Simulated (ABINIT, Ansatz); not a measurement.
# CsGeCl3 (R3m): G0W0 with ABINIT, start to end, part 2 of 3

Aim: the G0W0 gap of CsGeCl3 (R3m) on LDA, step by step.

ABINIT 10.8.3; LDA and many-body steps on it, plane waves. Known limits of the many-body steps: not at the basis limit; no spin-orbit coupling; coarse k mesh.

So far. Step 2 (Ground state): The gap is direct, at (0.500, 0.500, 0.500).

### Step 3. Bands along the symmetry lines

Level of this step: DFT, LDA, plane waves, norm-conserving pseudopotentials (ABINIT).

Levels along a band path, at the cheap level, show where the edges lie and whether the meshes to come will hold them.

run.abi reads:

```
acell 3*1.0 Angstrom
rprim 
  3.846816390705 2.220960478697 3.178300533600
  -3.846816390705 2.220960478697 3.178300533600
  0.000000000000 -4.441920957394 3.178300533600
ntypat 3
znucl 55 32 17
natom 5
typat 1 2 3 3 3
xred 
  0.998403350000 0.998403350000 0.998403350000
  0.515533150000 0.515533150000 0.515533150000
  0.496712670000 0.496712670000 0.948638170000
  0.496712670000 0.948638170000 0.496712670000
  0.948638170000 0.496712670000 0.496712670000
pp_dirpath "pseudos"
pseudos "Cs.upf, Ge.upf, Cl.upf"
ecut 56
iscf -2
irdden 1
kptopt 0
nkpt 31
kpt 
  0.00000000 0.00000000 0.00000000
  0.12500000 0.12500000 0.12500000
  0.25000000 0.25000000 0.25000000
  0.37500000 0.37500000 0.37500000
  0.50000000 0.50000000 0.50000000
  0.50194906 0.49805094 0.50000000
  0.50389812 0.49610188 0.50000000
  0.50584718 0.49415282 0.50000000
  0.50779624 0.49220376 0.50000000
  0.50000000 -0.49220376 0.49220376
  0.50000000 -0.36915282 0.36915282
  0.50000000 -0.24610188 0.24610188
  0.50000000 -0.12305094 0.12305094
  0.50000000 0.00000000 0.00000000
  0.37500000 0.00000000 0.00000000
  0.25000000 0.00000000 0.00000000
  0.12500000 0.00000000 0.00000000
  0.00000000 0.00000000 0.00000000
  0.12402547 -0.12402547 0.00000000
  0.24805094 -0.24805094 0.00000000
  0.37207641 -0.37207641 0.00000000
  0.49610188 -0.49610188 -0.00000000
  0.50389812 0.00000000 0.49610188
  0.50292359 0.00000000 0.49707641
  0.50194906 0.00000000 0.49805094
  0.50097453 0.00000000 0.49902547
  0.50000000 0.00000000 0.50000000
  0.37500000 0.00000000 0.37500000
  0.25000000 0.00000000 0.25000000
  0.12500000 0.00000000 0.12500000
  0.00000000 0.00000000 0.00000000
istwfk *1
nband 33
nbdbuf 2
tolwfr 1e-08
nstep 40
prtwf 0
prtvol 0
indata_prefix "in"
outdata_prefix "out"
tmpdata_prefix "tmp"
```

On the command line:

```bash
$ OMP_NUM_THREADS=1 mpirun -n 16 abinit run.abi > log
```

Numbers of over 12 decimals in the logs are rounded to 6 here.

What it wrote:

```text
.Version 10.8.3 of ABINIT. v10.8.2 released Aug 2026.

 Symmetries : space group R3 m (#160); Bravais hR (rhombohedral)
[... echo of the input left out ...]
== DATASET  1 ==================================================================
-   mpi_nproc: 16, omp_nthreads: 1 (-1 if OMP is not activated)

--- !DatasetInfo
iteration_state: {dtset: 1, }
dimensions: {natom: 5, nkpt: 31, mband: 33, nsppol: 1, nspinor: 1, nspden: 1, mpw: 22076, }
cutoff_energies: {ecut:  56.0, pawecutdg:  -1.0, }
electrons: {nelect:   5.20000000E+01, charge:   0.00000000E+00, occopt:   1.00000000E+00, tsmear:   1.00000000E-02, }

 Real(R)+Recip(G) space primitive vectors, cartesian coordinates (Bohr,Bohr^-1):
 R(1)=  7.2694294  4.1970070  6.0061176  G(1)=  0.0687812  0.0397108  0.0554990
 R(2)= -7.2694294  4.1970070  6.0061176  G(2)= -0.0687812  0.0397108  0.0554990
 R(3)=  0.0000000 -8.3940141  6.0061176  G(3)=  0.0000000 -0.0794217  0.0554990
 Unit cell volume ucvol=  1.0994743E+03 bohr^3
 Angles (23,13,12)=  8.95462282E+01  8.95462282E+01  8.95462282E+01 degrees

 getcut: wavevector=  0.0000  0.0000  0.0000  ngfft=  72  72  72
         ecut(hartree)=     56.000   => boxcut(ratio)=   2.07090

--- Pseudopotential description ------------------------------------------------
- Cs Generated using ONCVPSP code by D. R. Hamann
- 55.00000   9.00000  201201                  znucl, zion, pspdat
12 -1012 3 -1 2328                            pspcod,pspxc,lmax,lloc,mmax
     nproj     2     2     2     2
  pspatm : epsatm=   21.68725381
         --- l  ekb(1:nproj) -->
             0    6.247599    0.778427
             1    6.343167    0.797067
             2    3.778962    0.917083
[...]
pspatm: atomic psp has been read  and splines computed

- Ge Generated using ONCVPSP code by D. R. Hamann
- 32.00000  22.00000  201201                  znucl, zion, pspdat
12 -1012 2 -1 1524                            pspcod,pspxc,lmax,lloc,mmax
     nproj     2     2     2     0
  pspatm : epsatm=   22.63792625
         --- l  ekb(1:nproj) -->
[...]
pspatm: atomic psp has been read  and splines computed

- Cl Generated using ONCVPSP code by D. R. Hamann
- 17.00000   7.00000  180309                  znucl, zion, pspdat
12 -1012 2 -1 1016                            pspcod,pspxc,lmax,lloc,mmax
     nproj     2     2     2     0
  pspatm : epsatm=    8.88507506
         --- l  ekb(1:nproj) -->
[...]
pspatm: atomic psp has been read  and splines computed

--------------------------------------------------------------------------------

================================================================================
 prteigrs : about to open file out_EIG
 Non-SCF case, kpt    1 (  0.00000  0.00000  0.00000), residuals and eigenvalues=
  8.59E-09  3.11E-09  8.74E-09  8.35E-09  4.03E-09  6.47E-09  2.74E-09  7.32E-09
[...]
Non-SCF case, kpt   30 (  0.12500  0.00000  0.12500), residuals and eigenvalues=
[...]
Non-SCF case, kpt   31 (  0.00000  0.00000  0.00000), residuals and eigenvalues=
[...]
-1.1039E-01 -7.8766E-02 -2.9796E-02 -2.9796E-02 -2.3156E-02 -1.9345E-02
 -1.9345E-02 -1.2493E-02  1.9037E-01  2.2266E-01  2.2266E-01  2.4897E-01
[...]
--- !ResultsGS
iteration_state: {dtset: 1, }
comment   : Summary of ground state results
lattice_vectors:
- [  7.2694294,   4.1970070,   6.0061176, ]
- [ -7.2694294,   4.1970070,   6.0061176, ]
- [  0.0000000,  -8.3940141,   6.0061176, ]
lattice_lengths: [  10.32148,   10.32148,   10.32148, ]
lattice_angles: [ 89.546,  89.546,  89.546, ] # degrees, (23, 13, 12)
lattice_volume:   1.0994743E+03
convergence: {deltae:  0.000E+00, res2:  0.000E+00, residm:  9.989E-09, diffor:  0.000E+00, }
etotal    :  -3.52333573E+02
entropy   :   0.00000000E+00
fermie    :   7.19807518E-02
cartesian_stress_tensor: null
pressure_GPa: null
xred      :
- [  9.9840E-01,   9.9840E-01,   9.9840E-01, Cs]
- [  5.1553E-01,   5.1553E-01,   5.1553E-01, Ge]
- [  4.9671E-01,   4.9671E-01,   9.4864E-01, Cl]
- [  4.9671E-01,   9.4864E-01,   4.9671E-01, Cl]
- [  9.4864E-01,   4.9671E-01,   4.9671E-01, Cl]
cartesian_forces: null
force_length_stats: {min: null, max: null, mean: null, }

 Integrated electronic density in atomic spheres:
 ------------------------------------------------
 Atom  Sphere_radius  Integrated_density
[...]
================================================================================

 ----iterations are completed or convergence reached----

 Mean square residual over all n,k,spin=   66.599E-10; max=  99.894E-10
 reduced coordinates (array xred) for    5 atoms
[...]
0.496712670000      0.948638170000      0.496712670000
       0.948638170000      0.496712670000      0.496712670000

 cartesian coordinates (angstrom) at end:
    1      0.000000     0.000000     9.519678
    2     -0.000000     0.000000     4.915558
    3     -0.000000    -2.007417     6.172461
    4     -1.738474     1.003709     6.172461
    5      1.738474     1.003709     6.172461
 length scales=  1.889726125908  1.889726125908  1.889726125908 bohr
              =  1.000000000000  1.000000000000  1.000000000000 angstroms
 prteigrs : about to open file out_EIG
 Eigenvalues (hartree) for nkpt=  31  k points:
 kpt#   1, nband= 33, wtk=  1.00000, kpt=  0.0000  0.0000  0.0000 (reduced coord)
[...]
kpt#   2, nband= 33, wtk=  1.00000, kpt=  0.1250  0.1250  0.1250 (reduced coord)
[...]
kpt#   3, nband= 33, wtk=  1.00000, kpt=  0.2500  0.2500  0.2500 (reduced coord)
[...]
kpt#  30, nband= 33, wtk=  1.00000, kpt=  0.1250  0.0000  0.1250 (reduced coord)
[...]
0.27141
 kpt#  31, nband= 33, wtk=  1.00000, kpt=  0.0000  0.0000  0.0000 (reduced coord)
[...]
-0.19166   -0.11039   -0.11039   -0.07877   -0.02980   -0.02980   -0.02316   -0.01935
  -0.01935   -0.01249    0.19037    0.22266    0.22266    0.24897    0.25604    0.25604
   0.28654

== END DATASET(S) ==============================================================
================================================================================

 -outvars: echo values of variables after computation  --------
            nband          33
             nkpt          31
          spgroup         160
 [... the other variables as echoed above ...]

 Calculation completed.
```

Elapsed: 52 s, on 16 MPI ranks of Arm Neoverse V1, shared host; peak memory 2 GiB.

This step gave:

| Property | Result |
| --- | --- |
| gap | 1.975 eV |
| k of the valence top | 0.5, 0.5, 0.5 |
| k of the conduction bottom | 0.5078, 0.4922, 0.5 |
| least direct gap | 1.977 eV |

The gap is 1.975 eV, −0.002 eV from the run before at this level.

The electronic bands at the labelled points (eV, zero at the top of the highest filled band):

```
     point  band 23  band 24  band 25  band 26  band 27  band 28  band 29  band 30
         Γ    -2.59    -2.49    -2.49    -2.30     3.22     4.10     4.10     4.82
         T    -2.21    -2.21    -2.15     0.00     1.98     1.98     2.00     5.07
        H2    -2.21    -2.21    -2.15     0.00     1.98     1.98     2.00     5.07
jump to H0    -2.21    -2.21    -2.15     0.00     1.98     1.98     2.00     5.07
         L    -2.73    -2.62    -2.60    -1.57     2.82     4.54     5.03     5.18
         Γ    -2.59    -2.49    -2.49    -2.30     3.22     4.10     4.10     4.82
        S0    -2.68    -2.66    -2.19    -0.74     2.36     2.46     4.87     5.39
jump to S2    -2.68    -2.66    -2.19    -0.74     2.36     2.46     4.87     5.39
         F    -2.68    -2.66    -2.19    -0.74     2.36     2.46     4.87     5.39
         Γ    -2.59    -2.49    -2.49    -2.30     3.22     4.10     4.10     4.82
```

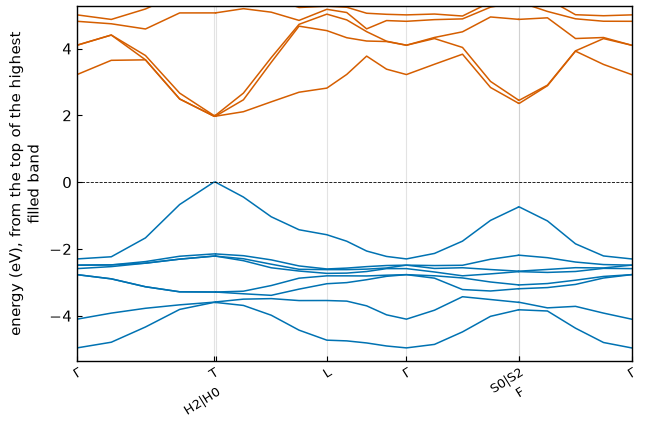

Electronic bands along the path; lines of filled and empty bands in two colours.

### Step 4. Empty states on the mesh, 2×2×2 mesh, 562 bands

The sums over transitions need many empty states on a uniform mesh; this step solves for them.

run.abi reads:

```
acell 3*1.0 Angstrom
rprim 
  3.846816390705 2.220960478697 3.178300533600
  -3.846816390705 2.220960478697 3.178300533600
  0.000000000000 -4.441920957394 3.178300533600
ntypat 3
znucl 55 32 17
natom 5
typat 1 2 3 3 3
xred 
  0.998403350000 0.998403350000 0.998403350000
  0.515533150000 0.515533150000 0.515533150000
  0.496712670000 0.496712670000 0.948638170000
  0.496712670000 0.948638170000 0.496712670000
  0.948638170000 0.496712670000 0.496712670000
pp_dirpath "pseudos"
pseudos "Cs.upf, Ge.upf, Cl.upf"
ecut 56
ngkpt 2 2 2
nshiftk 1
shiftk 0 0 0
kptopt 1
chksymbreak 0
iscf -2
irdden 1
istwfk *1
nband 562
nbdbuf 50
tolwfr 1e-09
nstep 60
prtvol 0
indata_prefix "in"
outdata_prefix "out"
tmpdata_prefix "tmp"
```

On the command line:

```bash
$ OMP_NUM_THREADS=4 mpirun -n 4 abinit run.abi > log
```

What it wrote:

```text
.Version 10.8.3 of ABINIT. v10.8.2 released Aug 2026.

 Symmetries : space group R3 m (#160); Bravais hR (rhombohedral)
[... echo of the input left out ...]
== DATASET  1 ==================================================================
-   mpi_nproc: 4, omp_nthreads: 4 (-1 if OMP is not activated)

--- !DatasetInfo
iteration_state: {dtset: 1, }
dimensions: {natom: 5, nkpt: 4, mband: 562, nsppol: 1, nspinor: 1, nspden: 1, mpw: 22041, }
cutoff_energies: {ecut:  56.0, pawecutdg:  -1.0, }
electrons: {nelect:   5.20000000E+01, charge:   0.00000000E+00, occopt:   1.00000000E+00, tsmear:   1.00000000E-02, }

 Real(R)+Recip(G) space primitive vectors, cartesian coordinates (Bohr,Bohr^-1):
 R(1)=  7.2694294  4.1970070  6.0061176  G(1)=  0.0687812  0.0397108  0.0554990
 R(2)= -7.2694294  4.1970070  6.0061176  G(2)= -0.0687812  0.0397108  0.0554990
 R(3)=  0.0000000 -8.3940141  6.0061176  G(3)=  0.0000000 -0.0794217  0.0554990
 Unit cell volume ucvol=  1.0994743E+03 bohr^3
 Angles (23,13,12)=  8.95462282E+01  8.95462282E+01  8.95462282E+01 degrees

 getcut: wavevector=  0.0000  0.0000  0.0000  ngfft=  72  72  72
         ecut(hartree)=     56.000   => boxcut(ratio)=   2.07090

--- Pseudopotential description ------------------------------------------------
- Cs Generated using ONCVPSP code by D. R. Hamann
- 55.00000   9.00000  201201                  znucl, zion, pspdat
12 -1012 3 -1 2328                            pspcod,pspxc,lmax,lloc,mmax
     nproj     2     2     2     2
  pspatm : epsatm=   21.68725381
         --- l  ekb(1:nproj) -->
             0    6.247599    0.778427
             1    6.343167    0.797067
             2    3.778962    0.917083
[...]
pspatm: atomic psp has been read  and splines computed

- Ge Generated using ONCVPSP code by D. R. Hamann
- 32.00000  22.00000  201201                  znucl, zion, pspdat
12 -1012 2 -1 1524                            pspcod,pspxc,lmax,lloc,mmax
     nproj     2     2     2     0
  pspatm : epsatm=   22.63792625
         --- l  ekb(1:nproj) -->
[...]
pspatm: atomic psp has been read  and splines computed

- Cl Generated using ONCVPSP code by D. R. Hamann
- 17.00000   7.00000  180309                  znucl, zion, pspdat
12 -1012 2 -1 1016                            pspcod,pspxc,lmax,lloc,mmax
     nproj     2     2     2     0
  pspatm : epsatm=    8.88507506
         --- l  ekb(1:nproj) -->
[...]
pspatm: atomic psp has been read  and splines computed

--------------------------------------------------------------------------------

================================================================================
 prteigrs : about to open file out_EIG
 Non-SCF case, kpt    1 (  0.00000  0.00000  0.00000), residuals and eigenvalues=
  2.91E-10  1.79E-10  1.42E-10  1.66E-10  1.30E-10  1.44E-10  1.08E-10  1.12E-10
  1.69E-10  1.17E-10  7.92E-11  4.42E-11  1.05E-10  8.10E-11  1.15E-10  1.76E-10
  8.49E-11  9.65E-11  1.26E-10  8.99E-11  1.02E-10  9.57E-11  8.06E-11  6.01E-11
[...]
5.33E-03  2.34E-03
 -5.9101E+00 -3.9867E+00 -3.9867E+00 -3.9853E+00 -8.3432E-01 -8.3432E-01
 -8.3291E-01 -8.3291E-01 -8.3209E-01 -7.0671E-01 -4.9768E-01 -4.6637E-01
 -4.6637E-01 -2.2011E-01 -2.1994E-01 -2.1994E-01 -1.9166E-01 -1.1039E-01
[...]
4.5025E+00  4.5038E+00  4.5116E+00  4.5119E+00  4.5163E+00  4.5172E+00
  4.5322E+00  4.5412E+00  4.5429E+00  4.5460E+00  4.5464E+00  4.5512E+00
  4.5526E+00  4.5581E+00  4.5697E+00  4.5942E+00
 prteigrs : prtvol=0 or 1, do not print more k-points.

--- !ResultsGS
iteration_state: {dtset: 1, }
comment   : Summary of ground state results
lattice_vectors:
- [  7.2694294,   4.1970070,   6.0061176, ]
- [ -7.2694294,   4.1970070,   6.0061176, ]
- [  0.0000000,  -8.3940141,   6.0061176, ]
lattice_lengths: [  10.32148,   10.32148,   10.32148, ]
lattice_angles: [ 89.546,  89.546,  89.546, ] # degrees, (23, 13, 12)
lattice_volume:   1.0994743E+03
convergence: {deltae:  0.000E+00, res2:  0.000E+00, residm:  9.928E-10, diffor:  0.000E+00, }
etotal    :  -3.52333573E+02
entropy   :   0.00000000E+00
fermie    :   7.19807518E-02
cartesian_stress_tensor: null
pressure_GPa: null
xred      :
- [  9.9840E-01,   9.9840E-01,   9.9840E-01, Cs]
- [  5.1553E-01,   5.1553E-01,   5.1553E-01, Ge]
- [  4.9671E-01,   4.9671E-01,   9.4864E-01, Cl]
- [  4.9671E-01,   9.4864E-01,   4.9671E-01, Cl]
- [  9.4864E-01,   4.9671E-01,   4.9671E-01, Cl]
cartesian_forces: null
force_length_stats: {min: null, max: null, mean: null, }

 Integrated electronic density in atomic spheres:
 ------------------------------------------------
 Atom  Sphere_radius  Integrated_density
[...]
================================================================================

 ----iterations are completed or convergence reached----

 Mean square residual over all n,k,spin=   30.874E-11; max=  99.276E-11
 reduced coordinates (array xred) for    5 atoms
[...]
0.496712670000      0.948638170000      0.496712670000
       0.948638170000      0.496712670000      0.496712670000

 cartesian coordinates (angstrom) at end:
    1      0.000000     0.000000     9.519678
    2     -0.000000     0.000000     4.915558
    3     -0.000000    -2.007417     6.172461
    4     -1.738474     1.003709     6.172461
    5      1.738474     1.003709     6.172461
 length scales=  1.889726125908  1.889726125908  1.889726125908 bohr
              =  1.000000000000  1.000000000000  1.000000000000 angstroms
 prteigrs : about to open file out_EIG
 Eigenvalues (hartree) for nkpt=   4  k points:
 kpt#   1, nband=562, wtk=  0.12500, kpt=  0.0000  0.0000  0.0000 (reduced coord)
[...]
4.49210    4.49400    4.50250    4.50384    4.51159    4.51190    4.51634    4.51715
   4.53220    4.54123    4.54288    4.54598    4.54642    4.55123    4.55259    4.55811
   4.56975    4.59421
 prteigrs : prtvol=0 or 1, do not print more k-points.

== END DATASET(S) ==============================================================
================================================================================

 -outvars: echo values of variables after computation  --------
            nband         562
             nkpt           4
          spgroup         160
 [... the other variables as echoed above ...]

 Calculation completed.
```

Wall time 8 min (4 MPI ranks); peak memory 1.6 GiB; 83 min of CPU time.

This step gave:

```yaml
gap: 1.977 eV
k_of_the_valence_top: 0.5, 0.5, 0.5
k_of_the_conduction_bottom: 0.5, 0.5, 0.5
least_direct_gap: 1.977 eV
k_points_computed: 4
lowest_point_of_the_top_converged_band_above_the_valence_top: 111.7640 eV
```

On this mesh the gap is 1.977 eV.

### Step 5. Screening, 2×2×2 mesh, 512 bands, screening to 217.7 eV

The RPA dielectric matrix is built and inverted for each q.

This step: RPA screening on LDA, plane waves, norm-conserving pseudopotentials.

run.abi: that of step 4 with these lines changed.

```diff
@@ -23,10 +23,11 @@
 chksymbreak 0
-iscf -2
-irdden 1
 istwfk *1
-nband 562
-nbdbuf 50
-tolwfr 1e-09
-nstep 60
-prtvol 0
+occopt 1
+irdwfk 1
+optdriver 3
+nband 512
+ecuteps 8
+inclvkb 2
+awtr 1
+symchi 1
 indata_prefix "in"
```

On the command line:

```bash
$ OMP_NUM_THREADS=1 mpirun -n 16 abinit run.abi > log
```

What it wrote:

```text
.Version 10.8.3 of ABINIT. v10.8.2 released Aug 2026.

 Symmetries : space group R3 m (#160); Bravais hR (rhombohedral)
[... echo of the input left out ...]
== DATASET  1 ==================================================================
-   mpi_nproc: 16, omp_nthreads: 1 (-1 if OMP is not activated)

--- !DatasetInfo
iteration_state: {dtset: 1, }
dimensions: {natom: 5, nkpt: 4, mband: 512, nsppol: 1, nspinor: 1, nspden: 1, mpw: 22041, }
cutoff_energies: {ecut:  56.0, pawecutdg:  -1.0, }
electrons: {nelect:   5.20000000E+01, charge:   0.00000000E+00, occopt:   1.00000000E+00, tsmear:   1.00000000E-02, }

 SCREENING: Calculation of the susceptibility and dielectric matrices

 Based on a program developped by R.W. Godby, V. Olevano, G. Onida, and L. Reining.
 Incorporated in ABINIT by V. Olevano, G.-M. Rignanese, and M. Torrent.
.Using double precision arithmetic ; gwpc =  8

[... cell and pseudopotentials left out ...]
--------------------------------------------------------------------------------

 ==== K-mesh for the wavefunctions ====
 Number of points in the irreducible wedge :     4
[... list of points left out ...]
 Together with  6 symmetry operations and time-reversal symmetry
 yields     8 points in the full Brillouin Zone.

 ==== Q-mesh for the screening function ====
 Number of points in the irreducible wedge :     4
[... list of points left out ...]
 Together with  6 symmetry operations and time-reversal symmetry
 yields     8 points in the full Brillouin Zone.

 setmesh: FFT mesh size selected  =    48x   48x   48
          total number of points  =       110592

 vcoul_init : cutoff-mode = AUXILIARY_FUNCTION
 q-points for optical limit:   1
     1)      0.000010    0.000020    0.000030

- screening: taking advantage of time-reversal symmetry
- Maximum band index for partially occupied states nbvw = 26
- Remaining bands to be divided among processors   nbcw = 486
- Number of bands treated by each node ~30

 Number of electrons calculated from density =   52.0000; Expected =   52.0000
 average of density, n =  0.047295
 r_s =    1.7154
 omega_plasma =   20.9780 [eV]

 calculating chi0 at frequencies [eV] :
  1    0.000000E+00    0.000000E+00
  2    0.000000E+00    2.097803E+01

--------------------------------------------------------------------------------
  q-point number  1        q = ( 0.000000, 0.000000, 0.000000) [r.l.u.]
--------------------------------------------------------------------------------
[... chi0 elements left out ...]
 For q-point:  0.000010 0.000020 0.000030
  dielectric constant =   5.9647
  dielectric constant without local fields =   7.2370

  Average fulfillment of the sum rule on Im[epsilon] for q-point    1 :     69.55  [%]
[... wings left out ...]
  q-point number  2        q = ( 0.500000, 0.000000, 0.000000) [r.l.u.]
--------------------------------------------------------------------------------
[... chi0 elements left out ...]
  Average fulfillment of the sum rule on Im[epsilon] for q-point    2 :     71.63  [%]

 [... 2 further q-points ...]
```

The job ended after 3.5 min (16 MPI ranks; peak memory 13 GiB).

Numbers from this step:

```
ε∞ with local fields, on this mesh, along the program's q direction : 5.965
the same without local fields                                       : 7.237
plasma frequency                                                    : 20.98 eV
plane waves in the screening matrix                                 : 1207
```

Local fields lower ε∞ by 18 %. On a Γ-centred mesh this coarse the value itself is usually too large, while a short band sum pulls it down.

[end of part 2 of 3]

[Paths, hosts, dates, memory and timing lines, banners, echoed tables and standing remarks are left out of the program output.]

[Logs are printed without paths, hosts, clocks, repeated set-up lines and the standing remarks that a program may print on its own settings, such as how far it seeks lower states.]

[Runs of the session that timed out or met a known fault of the program may be left out.]

[Hosts, paths, dates, database ids (printed as entryN), source tags and the programs' standing remarks are cut or masked in the printed files.]

[G0W0 gaps are taken among the corrected bands and points alone; a level outside them can change the order at an edge.]

[Where Ansatz stands beside ABINIT at settings called matched, ABINIT's density can come from a denser mesh and the files from another edition; pairs whose starting gaps differed by over 0.03 eV were left out, so agreement reads better than it is.]
